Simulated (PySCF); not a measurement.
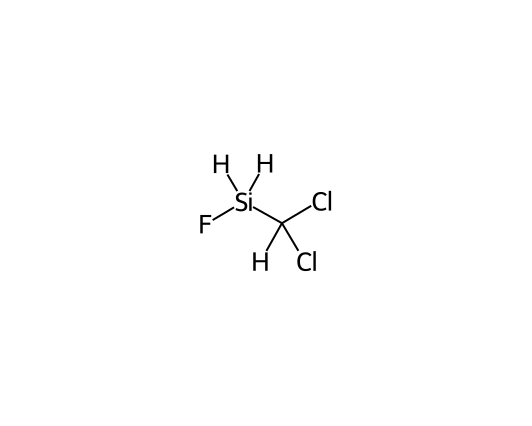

A structural formula.

Write the SMILES.

Answer. F[SiH2]C(Cl)Cl

What is the molecular formula?

Answer. CH3Cl2FSi.

An optimisation with PBE0-D3(BJ)/def2-SVP gave a structure of which point group?

Answer. C1. Other conformers may differ.

The parts below concern this one geometry. Atoms keep their numbers from picture to picture. Computed geometry: PBE0-D3(BJ)/def2-SVP optimisation. No frequency run is at hand to confirm it as a minimum.

Shape

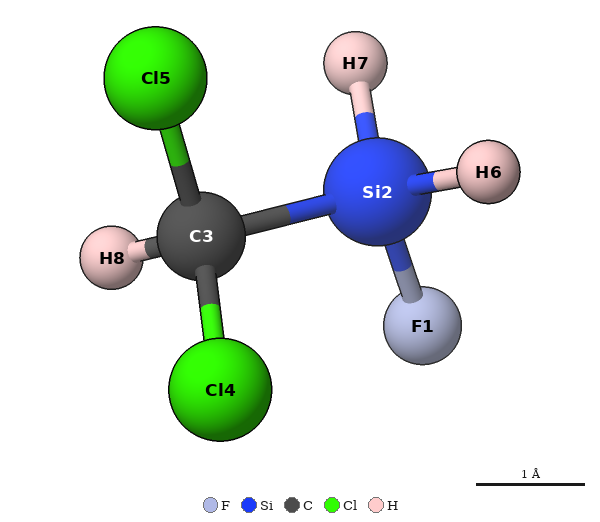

No frequency run is at hand to confirm it as a minimum.

List the bonds and their lengths.

```
  bond  length (Å)   order
F1–Si2       1.623  single
Si2–C3       1.894  single
Si2–H6       1.482  single
Si2–H7       1.485  single
C3–Cl4       1.775  single
C3–Cl5       1.790  single
 C3–H8       1.098  single
```

NMR shielding

The questions are on isotropic NMR shieldings of the H atoms. No frequency run is at hand to confirm it as a minimum. Method: GIAO PBE0/pcSseg-2 NMR shielding, non-relativistic, gas phase (PySCF 2.14.0).

Give the isotropic NMR shieldings of the H atoms atom by atom.

```csv
atom,σ (ppm)
H6,26.49
H7,26.28
H8,25.69
```

Levels of theory compared

No frequency run is at hand to confirm it as a minimum. Program: PySCF 2.14.0.

Compare HOMO–LUMO gap (eV), dipole (D), HOMO energy (eV) at these levels: B97-2/pcSseg-2; BHandHLYP/pcSseg-2; CAM-B3LYP/pcSseg-2; LC-wPBE/pcSseg-2; PBE0/6-31G; PBE0/STO-3G; PBE0/pcSseg-2; WP04/pcSseg-2; mPW1PW91/pcSseg-2; ωB97X-D/pcSseg-2.

```json
{"level": "B97-2/pcSseg-2", "HOMO–LUMO gap (eV)": "7.52", "dipole (D)": "1.25", "HOMO energy (eV)": "−8.24"}
{"level": "BHandHLYP/pcSseg-2", "HOMO–LUMO gap (eV)": "10.09", "dipole (D)": "1.34", "HOMO energy (eV)": "−9.75"}
{"level": "CAM-B3LYP/pcSseg-2", "HOMO–LUMO gap (eV)": "10.30", "dipole (D)": "1.29", "HOMO energy (eV)": "−9.88"}
{"level": "LC-wPBE/pcSseg-2", "HOMO–LUMO gap (eV)": "12.90", "dipole (D)": "1.31", "HOMO energy (eV)": "−11.24"}
{"level": "PBE0/6-31G", "HOMO–LUMO gap (eV)": "8.02", "dipole (D)": "1.66", "HOMO energy (eV)": "−8.62"}
{"level": "PBE0/STO-3G", "HOMO–LUMO gap (eV)": "9.02", "dipole (D)": "2.23", "HOMO energy (eV)": "−5.87"}
{"level": "PBE0/pcSseg-2", "HOMO–LUMO gap (eV)": "7.82", "dipole (D)": "1.25", "HOMO energy (eV)": "−8.49"}
{"level": "WP04/pcSseg-2", "HOMO–LUMO gap (eV)": "6.84", "dipole (D)": "1.30", "HOMO energy (eV)": "−9.64"}
{"level": "mPW1PW91/pcSseg-2", "HOMO–LUMO gap (eV)": "7.84", "dipole (D)": "1.25", "HOMO energy (eV)": "−8.52"}
{"level": "ωB97X-D/pcSseg-2", "HOMO–LUMO gap (eV)": "11.53", "dipole (D)": "1.29", "HOMO energy (eV)": "−10.37"}
```

Core levels

No frequency run is at hand to confirm it as a minimum. Method: delta-SCF UKS SCAN, def2-TZVP on the ionised atom, pcseg-1 elsewhere, spin-free X2C (PySCF 2.14.0).

Give the core-electron binding energies (to vacuum; p and d levels without spin–orbit splitting) of F1 1s, Si2 1s, Si2 2p, C3 1s, Cl4 1s, Cl4 2p.

| atom | level | binding energy (eV) |
| --- | --- | --- |
| F1 | 1s | 693.5 |
| Si2 | 1s | 1852.4 |
| Si2 | 2p | 109.1 |
| C3 | 1s | 294.1 |
| Cl4 | 1s | 2833.4 |
| Cl4 | 2p | 207.7 |
